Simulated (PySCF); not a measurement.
C5H13NSi2

```xyz
21

C     1.1027   -0.5065    3.2165
C     0.5442   -0.4974    2.1520
Si   -0.3541   -0.5026    0.5172
N    -1.7361   -1.5443    0.4584
C     0.8692   -1.1420   -0.7919
C     0.3265   -1.0385   -2.2116
C    -0.9821    1.2610    0.1842
Si    0.3683    2.5681   -0.0592
H     1.6016   -0.5075    4.1436
H    -1.5981   -2.5420    0.4663
H    -2.5503   -1.3070    1.0014
H     1.1225   -2.1818   -0.5803
H     1.8002   -0.5791   -0.7220
H     1.0350   -1.4464   -2.9320
H     0.1383    0.0008   -2.4720
H    -0.6083   -1.5867   -2.3033
H    -1.6164    1.5659    1.0161
H    -1.6244    1.2416   -0.6954
H     1.2044    2.2292   -1.2148
H     1.2061    2.6600    1.1381
H    -0.2582    3.8721   -0.3118
```

Geometry: GFN2-xTB.

All numbers below come from PBE0/pcSseg-1, SCF density, gas phase, non-relativistic in PySCF.

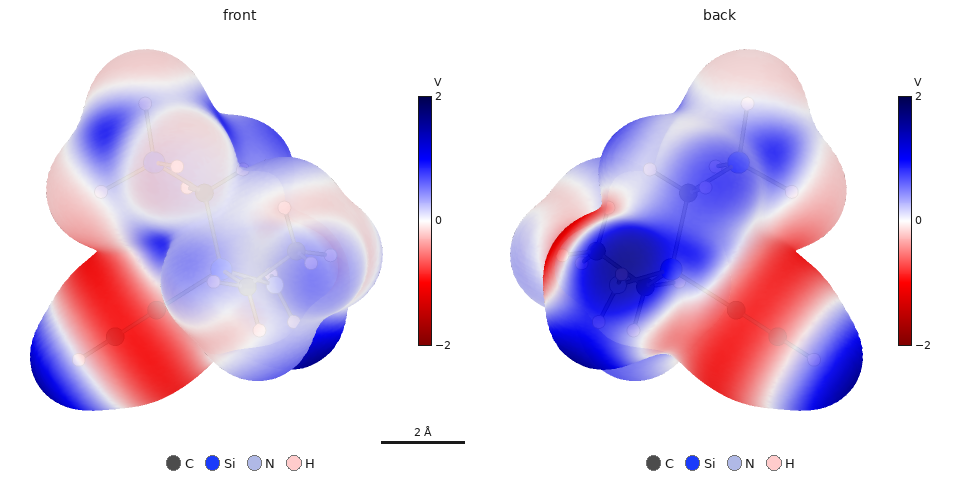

Figure 1. The molecular electrostatic potential painted on the density surface at 0.002 e/bohr³, seen from the front and from behind; the colour scale runs from red (negative) to blue (positive).

### Describe the electrostatic potential map.

The most negative region (about −1.2 V) lies over N4, the most positive (about +1.6 V) over H9, H10 and H11. N4 is the likeliest acceptor of a hydrogen bond.

### How polar is the molecule by this calculation?

Its dipole moment is 1.44 D.

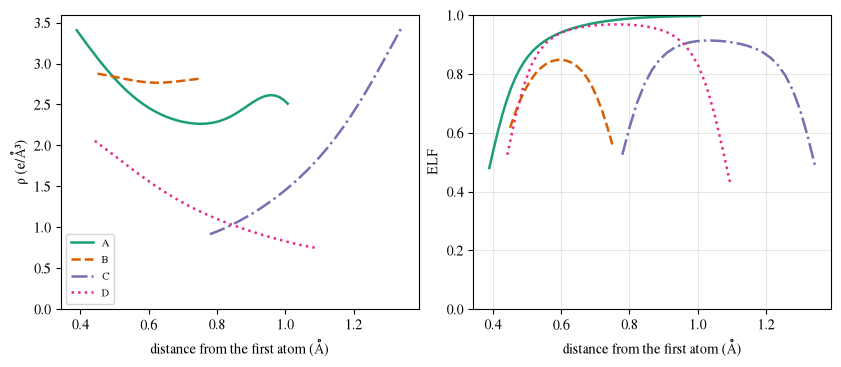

Figure 2. Electron density and electron localisation function along straight lines between neighbouring atoms. The curves leave out the atomic cores.

### Which curve belongs to which contact (C–C, C–Si, N–H and Si–N)? The first atom named is at distance zero.

Curve A: N–H (1.01 Å): ρ at the midpoint is about 2.8 e/Å³; the ELF climbs to about 1 towards the hydrogen, as it does in any bond to H; an ordinary covalent bond to hydrogen. Curve B: C–C (1.20 Å): ρ at the midpoint is about 2.8 e/Å³; the ELF peaks at about 0.85 between the atoms: a short, multiple covalent bond. Curve C: Si–N (1.73 Å): the density is about 1.1 e/Å³ at the midpoint; the ELF peaks at about 0.90 between the atoms (a shared but strongly polarised pair). Curve D: C–Si (1.87 Å): ρ at the midpoint is about 0.91 e/Å³; the ELF peaks at about 0.95 between the atoms; a covalent bond.
